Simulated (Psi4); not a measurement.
**SiH3OF (SMILES O[SiH2]F): a chain of runs, part 1 of 2**

Wanted: a geometry optimisation (SVWN-RPA/def2-SVP), then vibrational wavenumbers, then the excited states (TD-SVWN-RPA/def2-SVP) of SiH3OF. 

The results are computed with Psi4 1.11.

## Step 1: Starting point

SiH3OF: 6 atoms, total charge 0, spin state singlet. SMILES: `O[SiH2]F`. The coordinates come from a PBE0-D4/def2-TZVP relaxation. This is one conformer, not always the lowest. The run starts from this shape.

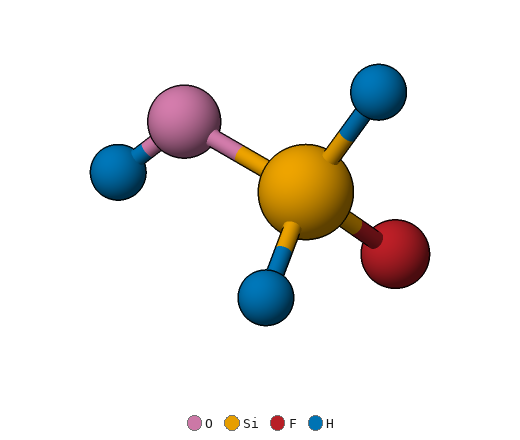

The structure, seen from a chosen angle (oxygen pink, silicon amber, fluorine red, hydrogen blue).

## Step 2: A structure relaxation at SVWN-RPA/def2-SVP (density fitting) (run 1)

fh3osi.py

```python
import psi4

psi4.set_memory(1600000000)
psi4.set_num_threads(1)
psi4.core.set_output_file('run.log', False)

geom = psi4.geometry("""
0 1
O     -0.853500    -0.209200    -0.924100
Si     0.378300    -0.009300     0.123900
F      0.180800    -0.922800     1.417800
H     -1.714200     0.150200    -0.705600
H      1.595600    -0.458500    -0.575800
H      0.455100     1.385600     0.617600
units angstrom
symmetry c1
""")

options = {'basis': 'def2-SVP', 'geom_maxiter': 60}
psi4.set_options(options)

result, w = psi4.optimize('SVWN', return_wfn=True)
print('E =', round(result, 9))
print(geom.to_string(dtype='xyz', units='Angstrom'))
```

Run with:

```bash
$ python fh3osi.py
```

run.log:

```text
gradient() will perform analytic gradient computation.

   => Loading Basis Set <=

    Name: DEF2-SVP
    Role: ORBITAL
    Keyword: BASIS

         ---------------------------------------------------------
                                   SCF
                              RKS Reference
                        1 Threads,   1525 MiB Core
         ---------------------------------------------------------

  ==> Geometry <==

    Molecular point group: c1
    Full point group: C1

    Geometry (in Angstrom), charge = 0, multiplicity = 1:

       Center              X                  Y                   Z               Mass
    ------------   -----------------  -----------------  -----------------  -----------------
         O           -0.864198837733     0.094651915981    -1.150672808417    15.994914619570
         SI           0.367601162267     0.294551915981    -0.102672808417    27.976926534650
         F            0.170101162267    -0.618948084019     1.191227191583    18.998403162730
         H           -1.724898837733     0.454051915981    -0.932172808417     1.007825032230
         H            1.584901162267    -0.154648084019    -0.802372808417     1.007825032230
         H            0.444401162267     1.689451915981     0.391027191583     1.007825032230

  Running in c1 symmetry.

  Rotational constants: A =      0.80657  B =      0.24856  C =      0.20704 [cm^-1]
  Rotational constants: A =  24180.35773  B =   7451.51440  C =   6206.79182 [MHz]
  Nuclear repulsion =  119.528429804854525

  Charge       = 0
  Multiplicity = 1
  Electrons    = 34
  Nalpha       = 17
  Nbeta        = 17

  ==> Algorithm <==

  SCF Algorithm Type is DF.
  DIIS enabled.
  MOM disabled.
  Fractional occupation disabled.
  Guess Type is SAD.
  Energy threshold   = 1.00e-08
  Density threshold  = 1.00e-08
  Integral threshold = 1.00e-12

  ==> Primary Basis <==

  Basis Set: DEF2-SVP
    Blend: DEF2-SVP
    Number of shells: 29
    Number of basis functions: 61
    Number of Cartesian functions: 64
    Spherical Harmonics?: true
    Max angular momentum: 2

  ==> DFT Potential <==

   => LibXC <=

    Version 7.1.2

   => Composite Functional: SVWN <=

    Slater exchange
    Vosko, Wilk & Nusair (VWN5_RPA)

    Deriv               =              1
    GGA                 =          FALSE
    Meta                =          FALSE

    Exchange Hybrid     =          FALSE
    MP2 Hybrid          =          FALSE

   => Exchange Functionals <=

    1.0000         XC_LDA_X

   => Correlation Functionals <=

    1.0000   XC_LDA_C_VWN_RPA

   => LibXC Density Thresholds  <==

    XC_LDA_C_VWN_RPA:  1.00E-15
    XC_LDA_X:  1.00E-15

   => Molecular Quadrature <=

    Radial Scheme          =       TREUTLER
    Pruning Scheme         =           NONE
    Nuclear Scheme         =       TREUTLER

    Blocking Scheme        =         OCTREE
    BS radius alpha        =              1
    Pruning alpha          =              1
    Radial Points          =             75
    Spherical Points       =            302
    Total Points           =         130672
    Total Blocks           =           1042
    Max Points             =            256
    Max Functions          =             60
    Weights Tolerance      =       1.00E-15

   => Loading Basis Set <=

    Name: (DEF2-SVP AUX)
    Role: JKFIT
    Keyword: DF_BASIS_SCF

  ==> Integral Setup <==

  DFHelper Memory: AOs need 0.011 GiB; user supplied 1.069 GiB.
  SCF_SUBTYPE=INCORE selected. In-core MEM_DF algorithm will be used.
  Using in-core AOs.

  ==> MemDFJK: Density-Fitted J/K Matrices <==

    J tasked:                   Yes
    K tasked:                    No
    wK tasked:                   No
    Memory [MiB]:              1094
    Algorithm:                 Core
    Schwarz Cutoff:           1E-12
    Mask sparsity (%):       0.1612
    Fitting Condition:        1E-10

   => Auxiliary Basis Set <=

  Basis Set: (DEF2-SVP AUX)
    Blend: DEF2-UNIVERSAL-JKFIT
    Number of shells: 106
    Number of basis functions: 336
    Number of Cartesian functions: 401
    Spherical Harmonics?: true
    Max angular momentum: 4

  Cached 100.0% of DFT collocation blocks in 0.049 [GiB].

  Minimum eigenvalue in the overlap matrix is 2.2531280521E-02.
  Reciprocal condition number of the overlap matrix is 5.4414447412E-03.
    Using symmetric orthogonalization.

  ==> Pre-Iterations <==

  SCF Guess: Superposition of Atomic Densities via on-the-fly atomic UHF (no occupation information).

   -------------------------
    Irrep   Nso     Nmo
   -------------------------
     A         61      61
   -------------------------
    Total      61      61
   -------------------------

  ==> Iterations <==

                           Total Energy        Delta E     RMS |[F,P]|

   @DF-RKS iter SAD:  -464.20727570029277   -4.64207e+02   0.00000e+00
[... 3 lines left out ...]
   @DF-RKS iter   4:  -464.54770217901836   -7.73480e-03   1.81561e-03 DIIS/ADIIS
[... 3 lines left out ...]
   @DF-RKS iter   8:  -464.55176976812942   -2.15900e-07   1.62705e-06 DIIS
[... 3 lines left out ...]
  Energy and wave function converged.
[... 37 lines left out ...]
    One-Electron Energy =                -883.5926606254165563
[... 3 lines left out ...]
    VV10 Nonlocal Energy =                  0.0000000000000000
[... 17 lines left out ...]
 Dipole Z            :          2.2734348           -2.3910241           -0.1175894
[... 131 lines left out ...]
	   Step    Total Energy     Delta E     Max Force     RMS Force      Max Disp      RMS Disp   ~
[... 138 lines left out ...]
   @DF-RKS iter   0:  -464.52808018097807   -4.64528e+02   9.26898e-04
[... 3 lines left out ...]
   @DF-RKS iter   4:  -464.55254937752159   -8.18023e-06   1.43570e-05 DIIS
[... 3 lines left out ...]
   @DF-RKS iter   8:  -464.55254967429306   -1.94404e-11   1.57022e-08 DIIS
[... 14 lines left out ...]
  @DF-RKS Final Energy:  -464.55254967429403
[... 6 lines left out ...]
    DFT Exchange-Correlation Energy =     -39.4270132601095611
[... 17 lines left out ...]
 Dipole X            :         -0.5354207            0.1327905           -0.4026302
[... 95 lines left out ...]
	                                 ==> Convergence Check <==
[... 81 lines left out ...]
    Weights Tolerance      =       1.00E-15
[... 23 lines left out ...]
   @DF-RKS iter   2:  -464.55256943000660    8.93781e-06   1.04621e-04 DIIS/ADIIS
[... 3 lines left out ...]
   @DF-RKS iter   6:  -464.55258359575043   -2.93346e-09   1.67864e-07 DIIS
[... 9 lines left out ...]
    Final Occupation by Irrep:
[... 11 lines left out ...]
    Two-Electron Energy =                 337.7374239622707250
[... 3 lines left out ...]
    Total Energy =                       -464.5525835958050038
[... 60 lines left out ...]
    Weights Tolerance      =       1.00E-15
[... 58 lines left out ...]
	  Convergence Criteria     1.00e-06 *    3.00e-04 *             o    1.20e-03 *             o
[... 95 lines left out ...]
   @DF-RKS iter   1:  -464.55258820248787   -7.46751e-04   2.29091e-05 DIIS
[... 3 lines left out ...]
   @DF-RKS iter   5:  -464.55258907267734   -3.23644e-09   5.99915e-07 DIIS
[... 9 lines left out ...]
    Final Occupation by Irrep:
[... 11 lines left out ...]
    Two-Electron Energy =                 337.7008046706012578
[... 3 lines left out ...]
    Total Energy =                       -464.5525890731762502
[... 60 lines left out ...]
    Weights Tolerance      =       1.00E-15
[... 58 lines left out ...]
	  Convergence Criteria     1.00e-06 *    3.00e-04 *             o    1.20e-03 *             o
[... 95 lines left out ...]
   @DF-RKS iter   1:  -464.55259009061160   -1.91117e-04   7.08536e-06 DIIS
[... 3 lines left out ...]
   @DF-RKS iter   5:  -464.55259017174620   -4.96243e-11   2.32156e-07 DIIS
[... 9 lines left out ...]
    Final Occupation by Irrep:
[... 11 lines left out ...]
    Two-Electron Energy =                 337.6984540432869721
[... 3 lines left out ...]
    Total Energy =                       -464.5525901718142450
[... 60 lines left out ...]
    Weights Tolerance      =       1.00E-15
[... 58 lines left out ...]
	  Convergence Criteria     1.00e-06 *    3.00e-04 *             o    1.20e-03 *             o
[... 95 lines left out ...]
   @DF-RKS iter   1:  -464.55259051377317   -9.31377e-05   6.32328e-06 DIIS
[... 3 lines left out ...]
   @DF-RKS iter   5:  -464.55259057936246   -8.43556e-11   1.89219e-07 DIIS
[... 29 lines left out ...]
    Final Occupation by Irrep:
[... 4 lines left out ...]

  @DF-RKS Final Energy:  -464.55259057940958

   => Energetics <=

    Nuclear Repulsion Energy =            118.2510335198520437
    One-Electron Energy =                -881.0788649749234764
    Two-Electron Energy =                 337.6992938514116531
    DFT Exchange-Correlation Energy =     -39.4240529757498095
    Empirical Dispersion Energy =           0.0000000000000000
    VV10 Nonlocal Energy =                  0.0000000000000000
    Total Energy =                       -464.5525905794095820

Computation Completed

Properties will be evaluated at   0.000000,   0.000000,   0.000000 [a0]

Properties computed using the SCF density matrix

 Multipole Moments:

 ------------------------------------------------------------------------------------
     Multipole            Electronic (a.u.)      Nuclear  (a.u.)        Total (a.u.)
 ------------------------------------------------------------------------------------

 L = 1.  Multiply by 2.5417464519 to convert [e a0] to [Debye]
 Dipole X            :         -0.5291143            0.1410895           -0.3880248
 Dipole Y            :         -1.9453940            2.4811888            0.5357947
 Dipole Z            :          2.2776055           -2.4068831           -0.1292777
 Magnitude           :                                                    0.6740564

 ------------------------------------------------------------------------------------

	total time  =          2 seconds =       0.03 minutes

         ------------------------------------------------------------
                                   SCF GRAD
         ------------------------------------------------------------

  ==> Geometry <==

    Molecular point group: c1
    Full point group: C1

    Geometry (in Angstrom), charge = 0, multiplicity = 1:

       Center              X                  Y                   Z               Mass
    ------------   -----------------  -----------------  -----------------  -----------------
         O           -0.866297498019     0.091271723174    -1.164403833836    15.994914619570
         SI           0.371851754030     0.299636232138    -0.105121078310    27.976926534650
         F            0.165178690753    -0.624742230680     1.206469748546    18.998403162730
         H           -1.735468950295     0.458298969038    -0.930729312104     1.007825032230
         H            1.600450041679    -0.157889121440    -0.814475570554     1.007825032230
         H            0.447527469921     1.710177737999     0.400235217151     1.007825032230

  Nuclear repulsion =  118.251033519852044

   => Molecular Quadrature <=

    Radial Scheme          =       TREUTLER
    Pruning Scheme         =           NONE
    Nuclear Scheme         =       TREUTLER

    Blocking Scheme        =         OCTREE
    BS radius alpha        =              1
    Pruning alpha          =              1
    Radial Points          =             75
    Spherical Points       =            302
    Total Points           =         130706
    Total Blocks           =           1043
    Max Points             =            256
    Max Functions          =             60
    Weights Tolerance      =       1.00E-15

  -Total Gradient:
     Atom            X                  Y                   Z
    ------   -----------------  -----------------  -----------------
       1        0.000015446639    -0.000028104160     0.000013381209
       2       -0.000033634914    -0.000040227300    -0.000028520676
       3       -0.000092878108    -0.000109816912     0.000009940421
       4        0.000023974195    -0.000013977397    -0.000065284672
       5       -0.000005265765    -0.000061044538     0.000056482238
       6       -0.000038045896    -0.000077474268     0.000078480120

	total time  =          0 seconds =       0.00 minutes

    			-----------------------------------------

    			 OPTKING 3.0: for geometry optimizations

    			        with contributions from

    			-----------------------------------------

	                            ===> Fragment 1 <==

	 Z (Atomic Numbers)          Masses                          Geom
	       8.000000            15.994915         -1.63706501  0.17247856 -2.20040435
	      14.000000            27.976927          0.70269797  0.56623042 -0.19865005
	       9.000000            18.998403          0.31214249 -1.18059171  2.27989740
	       1.000000             1.007825         -3.27956102  0.86605954 -1.75882350
	       1.000000             1.007825          3.02441226 -0.29836720 -1.53913576
	       1.000000             1.007825          0.84570435  3.23176755  0.75633495

	 - Coordinate -           - BOHR/RAD -       - ANG/DEG -
	 R(1,2)           =         3.104280           1.642714
	 R(1,4)           =         1.836802           0.971994
	 R(2,3)           =         3.057306           1.617857
[... 11 lines of this table left out ...]
	 D(4,1,2,6)       =        -0.804305         -46.083297

	        --- Internal Coordinate Step in ANG or DEG, aJ/ANG or AJ/DEG ---
	-------------------------------------------------------------------------------
	           Coordinate      Previous         Force          Change          New
	           ----------      --------        ------          ------        ------
	               R(1,2)       1.64271        0.00027        0.00006       1.64278
	               R(1,4)       0.97199        0.00014        0.00003       0.97202
	               R(2,3)       1.61786       -0.00019       -0.00005       1.61781
[... 11 lines of this table left out ...]
	           D(4,1,2,6)     -46.08330       -0.00000       -0.03388     -46.11718
	-------------------------------------------------------------------------------

	                                 ==> Convergence Check <==

	Measures of convergence in internal coordinates in au.

	Criteria marked as inactive (o), active & met (*), and active & unmet ( ).

	----------------------------------------------------------------------------------------------
	   Step    Total Energy     Delta E     Max Force     RMS Force      Max Disp      RMS Disp
	----------------------------------------------------------------------------------------------
	  Convergence Criteria     1.00e-06 *    3.00e-04 *             o    1.20e-03 *             o
	----------------------------------------------------------------------------------------------
	     6    -464.55259058   -4.08e-07 *    3.30e-05 *    1.36e-05 o    5.91e-04 *    2.42e-04 o  ~
	----------------------------------------------------------------------------------------------

Next Geometry in Ang
	Fragment 1 (Ang)

	    O  -0.8662804405   0.0913779556  -1.1645564029
	   Si   0.3718366928   0.2996105555  -0.1051140183
	    F   0.1650926447  -0.6247569226   1.2064176821
	    H  -1.7354710342   0.4582015914  -0.9305194487
	    H   1.6004981952  -0.1578647489  -0.8143894022
	    H   0.4475654500   1.7101848792   0.4001367610

    Final optimized geometry and variables:
    Molecular point group: c1
    Full point group: C1

    Geometry (in Angstrom), charge = 0, multiplicity = 1:

    O           -0.866297498019     0.091271723174    -1.164403833836
    SI           0.371851754030     0.299636232138    -0.105121078310
    F            0.165178690753    -0.624742230680     1.206469748546
    H           -1.735468950295     0.458298969038    -0.930729312104
    H            1.600450041679    -0.157889121440    -0.814475570554
    H            0.447527469921     1.710177737999     0.400235217151

[set-up sections that repeat, and orbital energies of the middle runs, are left out above]
```

The script printed:

```text
Some dependencies such as QCElemental have not yet finished migration to pydantic v2. If issues are encountered please downgrade pydantic or upgrade QCElemental as appropriate
	Previous geometry is closer to target in internal coordinates, so using that one.

	Best geometry has RMS(Delta(q)) = 1.84e-09

Optimizer: Optimization complete!
E = -464.552590579
6
0 1 FH3OSi
O                    -0.866297498019     0.091271723174    -1.164403833836
Si                    0.371851754030     0.299636232138    -0.105121078310
F                     0.165178690753    -0.624742230680     1.206469748546
H                    -1.735468950295     0.458298969038    -0.930729312104
H                     1.600450041679    -0.157889121440    -0.814475570554
H                     0.447527469921     1.710177737999     0.400235217151
```

Wall time 14 s (1 thread of Intel Xeon Platinum 8488C (Sapphire Rapids), shared host); peak memory 0.3 GiB.

Steps, from the record of the run:

```
step  energy from the first frame kept (eV)  largest force (eV/Å)
   0                                 0.0000                0.7998
   1                                -0.0212                0.2260
   2                                -0.0221                0.0556
   3                                -0.0223                0.0164
   4                                -0.0223                0.0133
   5                                -0.0223                0.0074
```

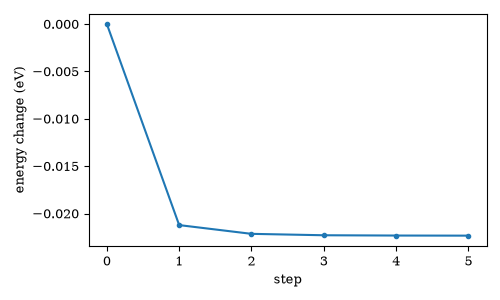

Energy along the run.

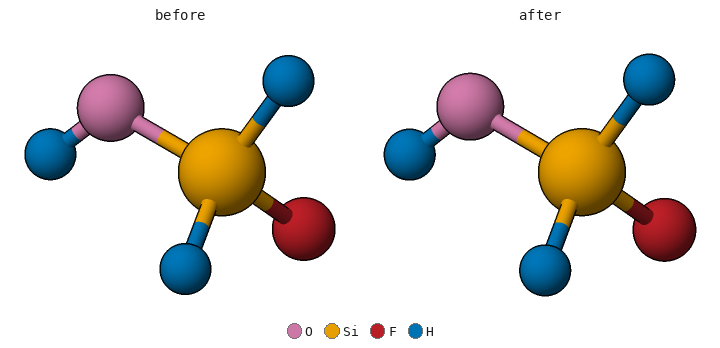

Before and after, at one scale.

After the run. Bond lengths: O1–Si2 1.643 Å, Si2–F3 1.618 Å, O1–H4 0.972 Å, Si2–H5 1.491 Å, Si2–H6 1.500 Å. Angles: O1–Si2–F3 110.7°, O1–Si2–H5 106.0°, O1–Si2–H6 112.0°, F3–Si2–H5 108.4°, F3–Si2–H6 105.7°, Si2–O1–H4 118.1°, H5–Si2–H6 114.0°.

## Step 3: The harmonic vibrations at SVWN-RPA/def2-SVP (density fitting) (run 2)

input.in

```
memory 1.6 GB

molecule geom {
  O     -0.855599    -0.212580    -0.937831
  Si     0.382551    -0.004216     0.121452
  F      0.175878    -0.928594     1.433043
  H     -1.724770     0.154447    -0.704157
  H      1.611149    -0.461741    -0.587903
  H      0.458226     1.406326     0.626808
}

set basis def2-SVP
set t 600.0
set rotational_symmetry_number 1

E, wfn = frequencies("svwn", return_wfn=True)
print_variables()
```

Run with:

```bash
$ psi4 -n 1 input.in input.out
```

input.out, cut to the lines that bear on the results:

```text
[...]
  Running in c1 symmetry.
[...]
  Nuclear repulsion =  118.251018983211509
[...]
  Multiplicity = 1
[...]
  Nalpha       = 17
  Nbeta        = 17
[...]
    Number of basis functions: 61
[...]
   @DF-RKS iter   1:  -464.33976446471661   -1.71991e-01   1.22984e-02 ADIIS/DIIS
[...]
  -Total Gradient:
     Atom            X                  Y                   Z
    ------   -----------------  -----------------  -----------------
       1        0.000014554179    -0.000027846460     0.000013289601
       2       -0.000033217393    -0.000040445316    -0.000028224246
       3       -0.000092881372    -0.000109744900     0.000009903458
       4        0.000024499078    -0.000014223021    -0.000065466454
       5       -0.000005279341    -0.000061015921     0.000056474501
       6       -0.000038080217    -0.000077367174     0.000078501115
[...]
   @DF-RKS iter  11:  -464.55259057929572   -3.06954e-12   8.07381e-09 DIIS
[...]
  @DF-RKS Final Energy:  -464.55259057929572
   => Energetics <=
    Nuclear Repulsion Energy =            118.2510189832115088
    One-Electron Energy =                -881.0788343621095464
    Two-Electron Energy =                 337.6992776276848645
    DFT Exchange-Correlation Energy =     -39.4240528280825160
    Empirical Dispersion Energy =           0.0000000000000000
    VV10 Nonlocal Energy =                  0.0000000000000000
    Total Energy =                       -464.5525905792957246
[...]
  ==> Harmonic Vibrational Analysis <==
[...]
  Freq [cm^-1]                 263.5170            336.6110            612.6864
[...]
  IR activ [km/mol]            66.8096             91.1535             89.1433
[...]
  Freq [cm^-1]                 728.8431            795.7789            853.4091
[...]
  IR activ [km/mol]            22.2626             169.2458            13.6151
[...]
  Freq [cm^-1]                 884.5556            923.4639            994.8353
[...]
  IR activ [km/mol]            31.0471             133.9933            234.6093
[...]
  Freq [cm^-1]                2185.8886           2242.2603           3807.9911
[...]
  IR activ [km/mol]            110.4395            99.7631             119.6517
[...]
  Total E_0, Enthalpy at 0 [K]                                                         -464.51926135 [Eh]
[...]
  Total H, Enthalpy at  600.00 [K]                                                     -464.50469329 [Eh]
[...]
  Total G, Gibbs energy at  600.00 [K]                                                 -464.58064958 [Eh]
[...]
```

Standard output:

```text
Warning: used thermodynamics relations inappropriate for low-frequency modes: ['263.5170' '336.6110' '612.6864']
```

Wall time 32 s (1 thread of Intel Xeon Platinum 8488C (Sapphire Rapids), shared host); peak memory 0.32 GiB.

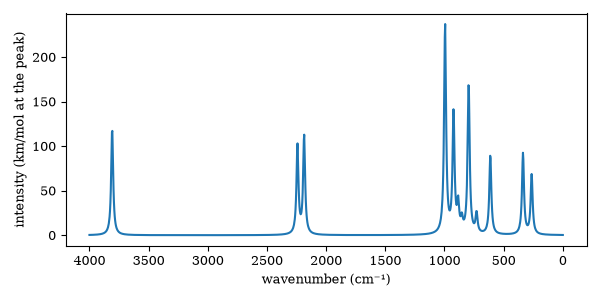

Harmonic infrared spectrum, unscaled, lines broadened by 10 cm⁻¹.

(Continued in part 2 of 2.)
